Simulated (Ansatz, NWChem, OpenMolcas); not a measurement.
**How basis sets differ on C2H6Te (dimethyl telluride)**

The species is C2H6Te (9 atoms), meant as a singlet with charge 0. As SMILES, `C[Te]C`. The coordinates come from a PBE0-D4/def2-TZVP relaxation.

```xyz
9

C    -0.7772    1.0191   -0.8912
Te    1.2436    0.3715   -0.6460
C     0.7821   -1.0339    0.8952
H    -1.3996    0.1800   -1.1962
H    -0.7815    1.7785   -1.6723
H    -1.1419    1.4516    0.0385
H     0.0941   -1.7865    0.5148
H     1.7165   -1.5104    1.1894
H     0.3526   -0.5162    1.7507
```

Quantity: the HOMO–LUMO gap, in eV. The values are calculated.

| level | kind | program | value (eV) | CPU time |
| --- | --- | --- | --- | --- |
| HF/ANO-R0 (sfX2C) | Hartree–Fock | OpenMolcas | 12.64 | 4.8 s |
| HF/ANO-RCC-MB (DKH2) | Hartree–Fock | OpenMolcas | 12.89 | 5.5 s |
| HF/STO-3G | Hartree–Fock | NWChem | 14.15 | 4.4 s |
| HF/STO-3G (RICD fitting) | Hartree–Fock | OpenMolcas | 14.29 | 3.4 s |
| HF/3-21G | Hartree–Fock | NWChem | 11.13 | 5.1 s |
| HF/def2-SVP (core potential) | Hartree–Fock | Ansatz | 11.02 | 4.3 s |

All-electron rows without a relativistic Hamiltonian named are non-relativistic, while core potentials hold scalar relativity, so basis and relativity change together. The values span 11.02 to 14.29 eV. A Hartree–Fock LUMO above zero doesn't converge with the basis: it sinks as sets grow more diffuse. Orbital gaps aren't excitation energies. CPU times are rough (shared hosts, several kinds of processor and program).

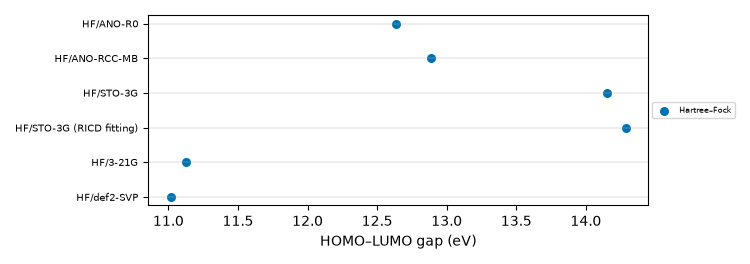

The values of the table, level by level.
